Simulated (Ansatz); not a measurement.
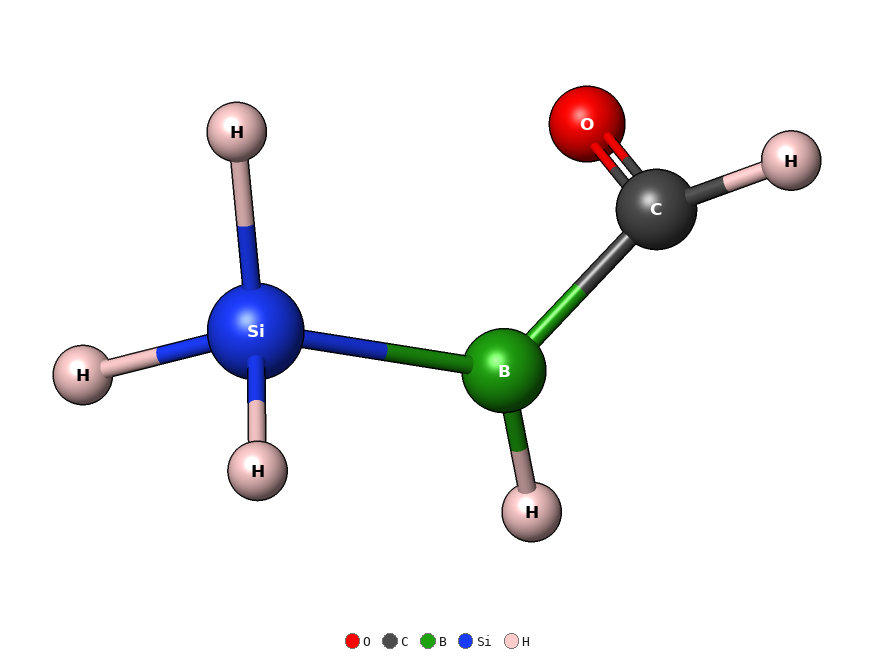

Sticks follow a distance rule. Harmonic vibrations computed with RKS PBE0-D4/def2-TZVP (Ansatz 0.2.0) at a stationary point of the same level.

Minimum or transition state?

Answer. A minimum: no imaginary frequency, and the lowest mode lies at 76 cm⁻¹.

How many vibrational modes are there, and where do they lie?

Answer. 21 modes: 76, 100, 177, 219, 476, 529, 639, 733, 862, 887, 929, 947, 1016, 1097, 1378, 1707, 2197, 2221, 2226, 2631, 2987 cm⁻¹.
